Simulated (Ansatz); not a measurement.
# CH2BrFO2Si: basis-set convergence

Aim: see how fast density functionals converge with the basis set for CH2BrFO2Si.

The runs use Ansatz 0.2.0, Gaussian basis; one geometry, several basis sets.

Levels to be run: PBE0-D4/def2-SVP; ωB97M-V/def2-SVP; PBE0-D4/def2-QZVPP; ωB97M-V/def2-QZVPP; the functionals' def2-TZVPP values are taken from earlier runs.

**1. Structure used throughout**

The geometry comes from an earlier relaxation with PBE0-D4 in a triple-zeta def2 set; it is a stationary point, not always the lowest conformer.

SMILES `O[Si@@]1(Br)O[C@H]1F`, 8 atoms, charge 0, spin multiplicity 1.

Atoms are counted from 1 here; the program's logs count them from 0.

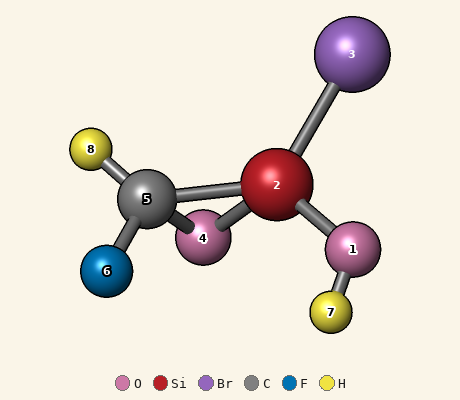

The geometry (oxygen pink, silicon red, bromine purple, carbon grey, fluorine blue, hydrogen yellow); atoms are numbered from 1 in the order of the file.

Geometry (Å):

```xyz
8

O     0.8728   -0.3700   -1.6741
Si    0.6976   -0.0568   -0.0979
Br    2.6441   -0.3185    0.8321
O    -0.2320    1.2185    0.3762
C    -0.8780   -0.0227    0.7808
F    -2.0428   -0.2198    0.1062
H     0.1022   -0.2217   -2.2298
H    -1.0716   -0.0663    1.8506
```

**2. PBE0-D4 in def2-SVP**

in.yaml

```yaml
crystal:
  periodic: [false, false, false]
  atoms:
    - {symbol: O, position_ang: [0.872799, -0.369993, -1.674067]}
    - {symbol: Si, position_ang: [0.697609, -0.056765, -0.097859]}
    - {symbol: Br, position_ang: [2.644054, -0.318479, 0.832131]}
    - {symbol: O, position_ang: [-0.232004, 1.218533, 0.376187]}
    - {symbol: C, position_ang: [-0.878038, -0.022662, 0.780781]}
    - {symbol: F, position_ang: [-2.042843, -0.219788, 0.106195]}
    - {symbol: H, position_ang: [0.102154, -0.221734, -2.229770]}
    - {symbol: H, position_ang: [-1.071629, -0.066313, 1.850602]}
basis:
  gaussian: {orbitals: def2-SVP}
hamiltonian: {xc: pbe0, dispersion: d4}
output: {orbitals: {seedname: orbitals}}
```

Launch:

```
$ ansatz run in.yaml --threads 4 --pin off --events-out ev --progress --plain --max-ram 10444MiB
```

Output:

```text
Functional definition: PBE0
  name "PBE0"
  cite "Adamo & Barone, J. Chem. Phys. 110, 6158 (1999) doi:10.1063/1.478522"
  cite "Perdew, Burke & Ernzerhof, Phys. Rev. Lett. 77, 3865 (1996) doi:10.1103/PhysRevLett.77.3865"
  parent pbe
  parameter a = 0.25
  parameter kappa = 0.804
  parameter beta = 0.06672455060314922
  exchange = (1 - a)*pbe_x(kappa = kappa, mu = beta*pi^2/3) + a*exact_x
  correlation = pbe_c(beta = beta)
1103 factors; integrals over basis functions are off by at most 1.5e-3 eV
mean field evaluation 1: about -85763.3551 eV, gradient 5.9e1 eV
mean field evaluation 2: about -85753.9836 eV, gradient 9.2e1 eV
mean field evaluation 4: about -85769.4993 eV, gradient 4.7e0 eV
mean field evaluation 8: about -85769.6473 eV, gradient 3.1e-1 eV
mean field evaluation 16: about -85769.6475 eV, gradient 1.8e-4 eV
mean field -85769.64748804 eV, -3151.9764084304 hartree, gradient 4.2e-5 eV, S^2 0.000000; 0 other end points of the search recorded, 0 dependent functions left out
reference -85769.64751047 eV, -3151.9764092546 hartree; 41, 41 occupied and 75, 75 virtual orbitals, 1103 factors
Total energy: -85769.83468356 eV, -3151.9832877388 hartree
```

It took 1.6 s on 4 threads of Arm Neoverse V2, shared host; peak memory 0.27 GiB.

**3. ωB97M-V in def2-SVP**

Changes to in.yaml since step 2:

```diff
@@ -13,3 +13,3 @@
   gaussian: {orbitals: def2-SVP}
-hamiltonian: {xc: pbe0, dispersion: d4}
+hamiltonian: {xc: {name: wB97M-V}}
 output: {orbitals: {seedname: orbitals}}
```

Same command.

Output (excerpt; [...] marks lines left out):

```text
Functional definition: wB97M-V
  name "wB97M-V"
  cite "Mardirossian & Head-Gordon, J. Chem. Phys. 144, 214110 (2016) doi:10.1063/1.4952647"
  cite "Becke, J. Chem. Phys. 107, 8554 (1997) doi:10.1063/1.475007"
  cite "Vydrov & Van Voorhis, J. Chem. Phys. 133, 244103 (2010) doi:10.1063/1.3521275"
  # Of w^i u^j: cxij and so on, Table III.
[...]
  gx(w, u) = 1 - cx + cx01*u + cx10*w
  gss(w, u) = css00 + css04*u^4 + css10*w + css20*w^2 + css43*w^4*u^3
  gos(w, u) = cos00 + cos10*w + (cos20 + cos21*u)*w^2 + (cos60 + cos61*u)*w^6
[...]
      + integral(e_c_pw_mod_opposite_spin*gos(b97_w_opposite, b97_u_opposite)) + vv10(b, c)
1103 factors; integrals over basis functions are off by at most 1.5e-3 eV
256 factors; integrals over basis functions are off by at most 6.6e-6 eV
[...]
mean field -85782.68083706 eV, -3152.4553751725 hartree, gradient 3.6e-5 eV, S^2 0.000000; 0 other end points of the search recorded, 0 dependent functions left out
reference -85782.68087055 eV, -3152.4553764031 hartree; 41, 41 occupied and 75, 75 virtual orbitals, 1103 factors
Total energy: -85782.68087055 eV, -3152.4553764031 hartree
```

Run time: 6.5 s. Hardware: 4 threads of Arm Neoverse V2, shared host; peak memory 0.39 GiB.

**4. PBE0-D4 in def2-QZVPP**

Changes to in.yaml since step 3:

```diff
@@ -12,4 +12,4 @@
 basis:
-  gaussian: {orbitals: def2-SVP}
-hamiltonian: {xc: {name: wB97M-V}}
+  gaussian: {orbitals: "def2-QZVPP.json"}
+hamiltonian: {xc: pbe0, dispersion: d4}
 output: {orbitals: {seedname: orbitals}}
```

Same command.

Output:

```text
Functional definition: PBE0
  name "PBE0"
  cite "Adamo & Barone, J. Chem. Phys. 110, 6158 (1999) doi:10.1063/1.478522"
  cite "Perdew, Burke & Ernzerhof, Phys. Rev. Lett. 77, 3865 (1996) doi:10.1103/PhysRevLett.77.3865"
  parent pbe
  parameter a = 0.25
  parameter kappa = 0.804
  parameter beta = 0.06672455060314922
  exchange = (1 - a)*pbe_x(kappa = kappa, mu = beta*pi^2/3) + a*exact_x
  correlation = pbe_c(beta = beta)
1766 factors; their error is unknown
mean field evaluation 1: about -85784.7934 eV, gradient 7.1e1 eV
mean field evaluation 2: about -85770.4128 eV, gradient 1.1e2 eV
mean field evaluation 4: about -85792.8220 eV, gradient 7.3e0 eV
mean field evaluation 8: about -85792.9003 eV, gradient 1.8e-1 eV
mean field evaluation 16: about -85793.0870 eV, gradient 9.8e-5 eV
mean field -85793.08702428 eV, -3152.8377954991 hartree, gradient 3.3e-5 eV, S^2 0.000000; 0 other end points of the search recorded, 0 dependent functions left out
reference -85793.08705618 eV, -3152.8377966715 hartree; 41, 41 occupied and 406, 406 virtual orbitals, 1766 factors
Total energy: -85793.27422927 eV, -3152.8446751557 hartree
```

Run time: 12 s. Hardware: 4 threads of Arm Neoverse V2, shared host; peak memory 1.9 GiB.

**5. ωB97M-V in def2-QZVPP**

Changes to in.yaml since step 4:

```diff
@@ -13,3 +13,3 @@
   gaussian: {orbitals: "def2-QZVPP.json"}
-hamiltonian: {xc: pbe0, dispersion: d4}
+hamiltonian: {xc: {name: wB97M-V}}
 output: {orbitals: {seedname: orbitals}}
```

Same command.

Output (excerpt; [...] marks lines left out):

```text
Functional definition: wB97M-V
  name "wB97M-V"
  cite "Mardirossian & Head-Gordon, J. Chem. Phys. 144, 214110 (2016) doi:10.1063/1.4952647"
  cite "Becke, J. Chem. Phys. 107, 8554 (1997) doi:10.1063/1.475007"
  cite "Vydrov & Van Voorhis, J. Chem. Phys. 133, 244103 (2010) doi:10.1063/1.3521275"
  # Of w^i u^j: cxij and so on, Table III.
[...]
  gx(w, u) = 1 - cx + cx01*u + cx10*w
  gss(w, u) = css00 + css04*u^4 + css10*w + css20*w^2 + css43*w^4*u^3
  gos(w, u) = cos00 + cos10*w + (cos20 + cos21*u)*w^2 + (cos60 + cos61*u)*w^6
[...]
      + integral(e_c_pw_mod_opposite_spin*gos(b97_w_opposite, b97_u_opposite)) + vv10(b, c)
1715 factors; their error is unknown
312 factors; integrals over basis functions are off by at most 2.5e-5 eV
[...]
mean field -85806.16725831 eV, -3153.3184852336 hartree, gradient 7.7e-5 eV, S^2 0.000000; 0 other end points of the search recorded, 0 dependent functions left out
reference -85806.16730882 eV, -3153.3184870898 hartree; 41, 41 occupied and 406, 406 virtual orbitals, 1715 factors
Total energy: -85806.16730882 eV, -3153.3184870898 hartree
```

Wall time 25 s (4 threads of Arm Neoverse V2, shared host); peak memory 2.2 GiB.

**6. Functionals by basis**

The def2-TZVPP values come from earlier runs at the same geometry.

```csv
functional,basis,functions,energy (eV),from the largest (eV),HOMO (eV),LUMO (eV)
PBE0-D4,def2-SVP,116,-85769.8347,23.440,-7.65,-0.27
PBE0-D4,def2-TZVPP,242,-85791.1302,2.144,-7.78,-0.56
PBE0-D4,def2-QZVPP,447,-85793.2742,0.000,-7.82,-0.71
ωB97M-V,def2-SVP,116,-85782.6809,23.486,-9.88,1.70
ωB97M-V,def2-TZVPP,242,-85804.1182,2.049,-10.03,1.29
ωB97M-V,def2-QZVPP,447,-85806.1673,0.000,-10.08,0.96
```

**7. What came out**

| quantity | value |
| --- | --- |
| PBE0-D4: double and triple zeta above quadruple | 23.44, 2.14 eV |
| ωB97M-V: double and triple zeta above quadruple | 23.49, 2.05 eV |

What this shows: For PBE0-D4 the step from double to triple zeta gains 21.30 eV and the next only 2.14 eV. Total energies overstate the basis error of differences, where much of it tends to cancel. The LUMO of ωB97M-V is positive and keeps falling with the basis (1.70 to 0.96 eV): an unbound level that the basis holds in place.

For PBE0-D4 the largest set took about 8 times as long as the smallest (12 s against 1.6 s).
